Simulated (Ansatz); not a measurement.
**BCCD(T)/STO-3G run of SiH2O2 (SMILES O[Si]O)**

What is the energy change on altering one bond length of SiH2O2 at BCCD(T)/STO-3G? 

The results are computed with Ansatz 0.2.0.

47 further runs of the same task are left out: 1 that didn't finish, 46 set aside as unsound or not needed.

## (1) The molecule

SiH2O2: 5 atoms, total charge 0, spin state singlet. SMILES: `O[Si]O`. The shape is that of a PBE0-D4/def2-TZVP optimisation. This is one conformer, not always the lowest.

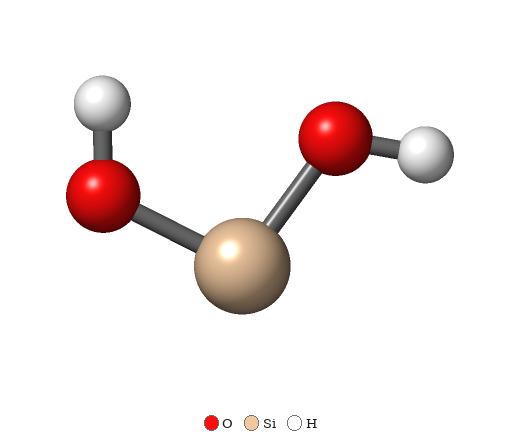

Viewed from a chosen angle; oxygen red, silicon light orange, hydrogen white.

## (2) The energy at BCCD(T)/STO-3G

molecule.yaml reads:

```yaml
crystal:
  periodic: [false, false, false]
  atoms:
    - {symbol: O, position_ang: [-1.443200, -0.105600, -0.275000]}
    - {symbol: Si, position_ang: [-0.212000, -0.791300, 0.567700]}
    - {symbol: O, position_ang: [1.036000, 0.187500, 0.068600]}
    - {symbol: H, position_ang: [-1.231900, 0.648900, -0.836100]}
    - {symbol: H, position_ang: [1.901100, -0.013100, 0.433400]}
basis:
  gaussian:
    orbitals: STO-3G
correlation:
  method: bccd_t
  frozen_orbitals: {H: 0, O: 1, Si: 5}
accuracy: high
scf:
  omitted_lower_state_checks: [cluster_reference, increment]
```

Command:

```sh
ansatz run molecule.yaml --threads 1 --pin off --max-ram 2610MiB --events-out events.jsonl --progress --plain --runs-dir runs
```

What it wrote, shortened:

```text
Warning: RAYON_NUM_THREADS=1 ignored (pool sized by the plan → 1); use --threads N
Functional definition: HF
  name "HF"
[...]
386 factors; integrals over basis functions are off by at most 3.1e-8 eV
[...]
mean field -11821.97581161 eV, -434.4495978537 hartree, gradient 9.7e-9 eV, S^2 0.000000; 0 other end points of the search recorded, 0 dependent functions left out
7 core orbitals not correlated: weight in the atoms' cores, before any rotation towards them, 1.000 or more for the frozen orbitals, at most 0.000 for the correlated occupied ones
reference -11821.97581161 eV, -434.4495978537 hartree; 9, 9 occupied and 5, 5 virtual orbitals, 386 factors
second order -2.95035153 eV of doubles, -0.00000000 eV of singles
cycle   1  -3.22983939 eV  change   -2.8e-1 eV  update   1.0e-1
[...]
cycle  21  -3.52866827 eV  change  -9.0e-10 eV  update   1.1e-9
perturbative correction -0.23553693 eV, -0.0086558226 hartree
Total energy: -11825.74001681 eV, -434.5879298434 hartree
Checks for a lower state left out: cluster_reference, increment
```

Run time: 0.25 s. Hardware: 1 thread of Arm Neoverse V2, shared host.

## (3) The distorted shape at the same level

input.yaml reads:

```yaml
crystal:
  periodic: [false, false, false]
  atoms:
    - {symbol: O, position_ang: [-1.755195, -0.350296, -0.150227]}
    - {symbol: Si, position_ang: [-0.523995, -1.035996, 0.692473]}
    - {symbol: O, position_ang: [1.036000, 0.187500, 0.068600]}
    - {symbol: H, position_ang: [-1.543895, 0.404204, -0.711327]}
    - {symbol: H, position_ang: [1.901100, -0.013100, 0.433400]}
basis:
  gaussian:
    orbitals: STO-3G
correlation:
  method: bccd_t
  frozen_orbitals: {H: 0, O: 1, Si: 5}
accuracy: high
scf:
  omitted_lower_state_checks: [cluster_reference, increment]
```

Command:

```sh
ansatz run input.yaml --threads 1 --pin off --max-ram 2610MiB --events-out events.jsonl --progress --plain --runs-dir runs
```

What it wrote, shortened:

```text
Warning: RAYON_NUM_THREADS=1 ignored (pool sized by the plan → 1); use --threads N
[... 2 set-up lines as earlier in the session ...]
[...]
381 factors; integrals over basis functions are off by at most 3.2e-8 eV
[...]
mean field -11819.99640817 eV, -434.3768561189 hartree, gradient 8.8e-9 eV, S^2 0.000000; 0 other end points of the search recorded, 0 dependent functions left out
7 core orbitals not correlated: weight in the atoms' cores, before any rotation towards them, 1.000 or more for the frozen orbitals, at most 0.000 for the correlated occupied ones
reference -11819.99640817 eV, -434.3768561189 hartree; 9, 9 occupied and 5, 5 virtual orbitals, 381 factors
second order -3.24858486 eV of doubles, -0.00000000 eV of singles
cycle   1  -3.54804686 eV  change   -3.0e-1 eV  update   1.3e-1
[...]
cycle  25  -3.94481297 eV  change   -1.7e-9 eV  update  5.3e-10
perturbative correction -0.31492599 eV, -0.0115733168 hartree
Total energy: -11824.25614713 eV, -434.5333986385 hartree
Checks for a lower state left out: cluster_reference, increment
```

It took 0.22 s on 1 thread of Arm Neoverse V2, shared host.

## (4) Results

Level: BCCD(T)/STO-3G, 7 core orbitals frozen.

| quantity | value |
| --- | --- |
| first shape: total energy | -434.58793 Eh |
| first shape: correlation energy (7 core orbitals frozen) | -138.3 mEh |
| first shape: (T) correction | -8.66 mEh |
| distorted shape: total energy | -434.53340 Eh |
| distorted shape: correlation energy (7 core orbitals frozen) | -156.5 mEh |
| distorted shape: (T) correction | -11.57 mEh |
| energy change with the Si2–O3 bond stretched from 1.663 to 2.078 Å | 1.484 eV |

**Reading.** With the Si2–O3 bond stretched from 1.663 to 2.078 Å the energy rises by 1.48 eV (143 kJ/mol). The first shape isn't relaxed at this level, so the change isn't measured from a minimum. The minimal basis adds a large error of its own. The triples (first shape) make up 6.3 % of the correlation energy. The triples (distorted shape) make up 7.4 % of the correlation energy.
